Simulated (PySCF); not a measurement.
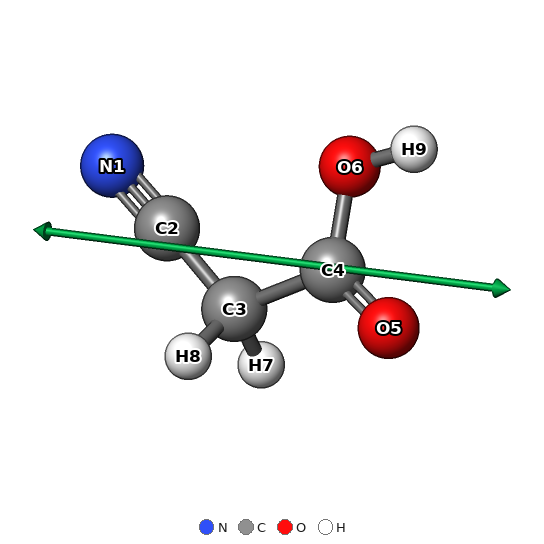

The double arrow shows the direction of the transition dipole to excited singlet state 5 (its length means nothing). The computed structure is the end point of a PBE0-D3(BJ)/def2-SVP optimisation. No frequency run is at hand to confirm it as a minimum. Level of theory: TDDFT B3LYP/def2-SVPD, vertical, gas phase, core orbitals frozen in the response (PySCF 2.14.0).

Where does the transition lie, and how strong is it?

Answer. 7.71 eV (161 nm), oscillator strength 0.039, mainly HOMO → LUMO+2 (weight 0.63); transition dipole 1.16 D.
